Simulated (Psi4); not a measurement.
# doublet H3NO+ at 5 levels

Wanted: a comparison of 5 runs (U-wB97X/def2-TZVPP, UB3LYP/def2-TZVPP, UCAM-B3LYP/def2-TZVPP, UM06-2X/def2-TZVPP, UPBE0/def2-TZVPP) of doublet H3NO+. 

The calculation is run with Psi4 1.11.

1 further run of the same task is left out (set aside as unsound or not needed). Runs told in other sessions of the task aren't counted.

### 1 The structure to begin with

H3NO+ has 5 atoms, charge +1, and is taken as a doublet. As SMILES of the parent species, `NO`. Geometry: relaxed at PBE0-D4/def2-TZVP. This is one conformer, not always the lowest. That shape belongs to the parent species and isn't relaxed for this state.

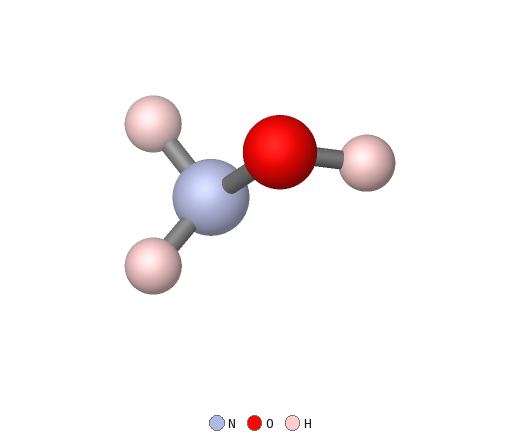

Viewed from a chosen angle; nitrogen light blue, oxygen red, hydrogen pink.

### 2 Energy and gradient at U-wB97X/def2-TZVPP (run 1)

Input file job.in:

```
memory 2200 MB

molecule mol {
  1 2
  N     -0.165120    -0.361290    -0.321170
  O      0.364460     0.666040     0.508060
  H     -0.162690    -1.190020     0.266770
  H     -1.141650    -0.109840    -0.446210
  H      1.105010     0.995100    -0.007440
  symmetry c1
}

set globals {
  basis def2-TZVPP
  reference uks
  puream true
  e_convergence 1e-09
  d_convergence 1e-08
  scf_type pk
  dft_radial_points 99
  dft_spherical_points 590
  maxiter 100
}

e, wfn = gradient('wb97x', return_wfn=True)
oeprop(wfn, 'DIPOLE', 'MULLIKEN_CHARGES', 'WIBERG_LOWDIN_INDICES', title='WB97X')
print_variables()
```

On the command line:

```sh
$ psi4 -i job.in -o job.out -n 1
```

job.out:

```text
[...]
  Running in c1 symmetry.
[...]
  Nuclear repulsion =   39.593666393662183
[...]
  Multiplicity = 2
[...]
  Nalpha       = 9
  Nbeta        = 8
[...]
    Number of basis functions: 104
[...]
   @UKS iter   1:  -131.30494768281062   -1.39656e-01   3.15290e-03 DIIS/ADIIS
[...]
   @UKS iter  16:  -131.35483145705959   -1.72236e-11   6.20578e-09 DIIS
[...]
   @S^2 Observed:                7.545599353E-01
[...]
  @UKS Final Energy:  -131.35483145705959
   => Energetics <=
    Nuclear Repulsion Energy =             39.5936663936621827
    One-Electron Energy =                -251.8131421190017818
    Two-Electron Energy =                  92.3498432105155302
    DFT Exchange-Correlation Energy =     -11.4851989422355025
    Empirical Dispersion Energy =           0.0000000000000000
    VV10 Nonlocal Energy =                  0.0000000000000000
    Total Energy =                       -131.3548314570595892
  UHF NO Occupations:
  HONO-2 :    7  A 1.9996490
  HONO-1 :    8  A 1.9985493
[...]
  -Total Gradient:
     Atom            X                  Y                   Z
    ------   -----------------  -----------------  -----------------
       1        0.010501949498    -0.052573673203    -0.093995226466
       2        0.018608454173     0.051926518377     0.053451592140
       3       -0.019096437962     0.025069007844     0.010373344713
       4        0.009431036182    -0.006406068832     0.031041450482
       5       -0.019433056983    -0.018000994087    -0.000861838763
[...]
 Multipole Moments:
 ------------------------------------------------------------------------------------
     Multipole            Electronic (a.u.)      Nuclear  (a.u.)        Total (a.u.)
 ------------------------------------------------------------------------------------
 L = 1.  Multiply by 2.5417464519 to convert [e a0] to [Debye]
 Dipole X            :          0.1752384           -0.4672831           -0.2920448
 Dipole Y            :          0.0813701           -0.7320415           -0.6506715
 Dipole Z            :         -0.1171947           -0.4650567           -0.5822514
 Magnitude           :                                                    0.9206955
[...]
```

Wall time 59 s (1 thread of Intel Xeon Platinum 8259CL at 2.50GHz (Skylake/Cascade Lake), shared host); peak memory 0.95 GiB.

### 3 The energy at UB3LYP/def2-TZVPP (run 2)

Input file h3no.xyz:

```xyz
5
H3NO
N     -0.165120    -0.361290    -0.321170
O      0.364460     0.666040     0.508060
H     -0.162690    -1.190020     0.266770
H     -1.141650    -0.109840    -0.446210
H      1.105010     0.995100    -0.007440
```

Input file run.py:

```python
import psi4

psi4.set_memory(2200000000)
psi4.set_num_threads(1)
psi4.set_output_file('h3no.out', False)

with open('h3no.xyz') as f:
    atoms = ''.join(f.readlines()[2:])
m = psi4.geometry('1 2\n' + atoms + 'symmetry c1')

psi4.set_options({
    'basis': 'def2-TZVPP',
    'reference': 'uks',
    'puream': True,
    'e_convergence': 1e-09,
    'd_convergence': 1e-08,
    'scf_type': 'pk',
    'dft_radial_points': 99,
    'dft_spherical_points': 590,
    'maxiter': 100,
})

energy_value, wavefunction = psi4.energy("B3LYP", molecule=m, return_wfn=True)
print(f'total energy {energy_value:.8f} hartree = {energy_value * 27.211386:.5f} eV')
```

On the command line:

```sh
$ python run.py
```

h3no.out:

```text
[...]
  Running in c1 symmetry.
[...]
  Nuclear repulsion =   39.593666393662183
[...]
  Multiplicity = 2
[...]
  Nalpha       = 9
  Nbeta        = 8
[...]
    Number of basis functions: 104
[...]
   @UKS iter   1:  -131.34531741060408   -9.11891e-03   3.59884e-03 DIIS/ADIIS
[...]
   @UKS iter  14:  -131.39330227380390   -1.73088e-11   4.47221e-09 DIIS
[...]
   @S^2 Observed:                7.539992682E-01
[...]
    Orbital Energies [Eh]
    ---------------------
    Alpha Occupied:
       1A    -19.511240     2A    -14.788496     3A     -1.423260
       4A     -1.182393     5A     -0.874412     6A     -0.860208
       7A     -0.822071     8A     -0.684187     9A     -0.633831
    Alpha Virtual:
      10A     -0.255643    11A     -0.218762    12A     -0.163344
      13A     -0.158425    14A      0.025732    15A      0.037757
      16A      0.050330    17A      0.112686    18A      0.132125
      19A      0.179108    20A      0.179279    21A      0.201938
      22A      0.229354    23A      0.302792    24A      0.334972
      25A      0.363116    26A      0.413257    27A      0.505320
[...]
  @UKS Final Energy:  -131.39330227380390
   => Energetics <=
    Nuclear Repulsion Energy =             39.5936663936621827
    One-Electron Energy =                -251.8331164080882445
    Two-Electron Energy =                  93.9864645277066586
    DFT Exchange-Correlation Energy =     -13.1403167870844761
    Empirical Dispersion Energy =           0.0000000000000000
    VV10 Nonlocal Energy =                  0.0000000000000000
    Total Energy =                       -131.3933022738038972
  UHF NO Occupations:
  HONO-2 :    7  A 1.9996634
  HONO-1 :    8  A 1.9986933
[...]
 Multipole Moments:
 ------------------------------------------------------------------------------------
     Multipole            Electronic (a.u.)      Nuclear  (a.u.)        Total (a.u.)
 ------------------------------------------------------------------------------------
 L = 1.  Multiply by 2.5417464519 to convert [e a0] to [Debye]
 Dipole X            :          0.1882860           -0.4672831           -0.2789971
 Dipole Y            :          0.1104537           -0.7320415           -0.6215879
 Dipole Z            :         -0.0908776           -0.4650567           -0.5559344
 Magnitude           :                                                    0.8793599
[...]
```

The script printed:

```text
total energy -131.39330227 hartree = -3575.39387 eV
```

It took 33 s on 1 thread of Intel Xeon Platinum 8259CL at 2.50GHz (Skylake/Cascade Lake), shared host; peak memory 0.84 GiB.

Runs 3 to 4 aren't shown in full; the table further down has their settings and results.

### 4 Energy and gradient at UPBE0/def2-TZVPP (run 5)

Input file job.py:

```python
import psi4

psi4.set_memory(2200000000)
psi4.set_num_threads(1)
psi4.set_output_file('h3no.out', False)

m = psi4.geometry("""
1 2
N
O 1 1.422492
H 1 1.016107 2 104.5268
H 1 1.016107 3 105.98182 2 -110.10349
H 2 0.960435 1 102.8036 3 124.34587
symmetry c1
""")

psi4.set_options({
    'basis': 'def2-TZVPP',
    'reference': 'uks',
    'puream': True,
    'e_convergence': 1e-09,
    'd_convergence': 1e-08,
    'scf_type': 'pk',
    'dft_radial_points': 99,
    'dft_spherical_points': 590,
    'maxiter': 100,
})

e_tot, wfn = psi4.gradient("pbe0", return_wfn=True)
print('gradient / Eh bohr^-1')
print(e_tot.np.round(6))
print(f'energy = {wfn.energy():.10f} Eh')
```

On the command line:

```sh
$ python job.py
```

h3no.out:

```text
[...]
  Running in c1 symmetry.
[...]
  Nuclear repulsion =   39.593667661871486
[...]
  Multiplicity = 2
[...]
  Nalpha       = 9
  Nbeta        = 8
[...]
    Number of basis functions: 104
[...]
   @UKS iter   1:  -131.21118607418160   -3.93187e-02   3.13961e-03 ADIIS/DIIS
[...]
   @UKS iter  14:  -131.24879933388507   -3.66356e-11   6.24559e-09 DIIS
[...]
   @S^2 Observed:                7.545995661E-01
[...]
  @UKS Final Energy:  -131.24879933388507
   => Energetics <=
    Nuclear Repulsion Energy =             39.5936676618714856
    One-Electron Energy =                -251.7953294442336869
    Two-Electron Energy =                  93.1679445693184221
    DFT Exchange-Correlation Energy =     -12.2150821208413003
    Empirical Dispersion Energy =           0.0000000000000000
    VV10 Nonlocal Energy =                  0.0000000000000000
    Total Energy =                       -131.2487993338850742
  UHF NO Occupations:
  HONO-2 :    7  A 1.9995794
  HONO-1 :    8  A 1.9985369
[...]
 Multipole Moments:
 ------------------------------------------------------------------------------------
     Multipole            Electronic (a.u.)      Nuclear  (a.u.)        Total (a.u.)
 ------------------------------------------------------------------------------------
 L = 1.  Multiply by 2.5417464519 to convert [e a0] to [Debye]
 Dipole X            :         -0.1795560            0.1226740           -0.0568820
 Dipole Y            :         -0.1229619            0.0853188           -0.0376431
 Dipole Z            :          0.0748346           -0.9737493           -0.8989147
 Magnitude           :                                                    0.9014989
[...]
  -Total Gradient:
     Atom            X                  Y                   Z
    ------   -----------------  -----------------  -----------------
       1       -0.049808862489    -0.034095679402    -0.087983589810
       2        0.009775406020     0.006883044618     0.074804084304
       3        0.026302930638    -0.011215704371     0.016983243142
       4       -0.000998790630     0.028486689262     0.016918472787
       5        0.014730052500     0.009942098039    -0.020722485945
[...]
```

Standard output:

```text
gradient / Eh bohr^-1
[[-0.049809 -0.034096 -0.087984]
 [ 0.009775  0.006883  0.074804]
 [ 0.026303 -0.011216  0.016983]
 [-0.000999  0.028487  0.016918]
 [ 0.01473   0.009942 -0.020722]]
energy = -131.2487993339 Eh
```

Run time: 42 s. Hardware: 1 thread of Intel Xeon Platinum 8259CL at 2.50GHz (Skylake/Cascade Lake), shared host; peak memory 0.83 GiB.

### 5 All runs side by side

```
run                  level      task  energy (Eh)  HOMO energy (eV)  LUMO energy (eV)   ⟨S²⟩  wall time
  1     U-wB97X/def2-TZVPP  gradient  -131.354831            -19.84            -11.03  0.755       59 s
  2      UB3LYP/def2-TZVPP    energy  -131.393302            -17.05            -13.89  0.754       33 s
  3  UCAM-B3LYP/def2-TZVPP  gradient  -131.339829            -18.88            -12.24  0.754       63 s
  4     UM06-2X/def2-TZVPP  gradient  -131.325405            -19.18            -12.14  0.755       85 s
  5       UPBE0/def2-TZVPP  gradient  -131.248799            -17.30            -13.38  0.755       42 s
```

### 6 Outcome

| quantity | value |
| --- | --- |
| run 5: total energy | -131.24880 Eh |
| run 5: HOMO energy (highest over α and β) | -17.30 eV |
| run 5: LUMO energy (lowest over α and β) | -13.38 eV |
| run 5: ⟨S²⟩ | 0.755 |
| run 5: largest force on an atom | 5.487 eV/Å |

What this shows: Totals of different functionals can't be ranked against each other. All runs together took 4.7 min, the longest 85 s.
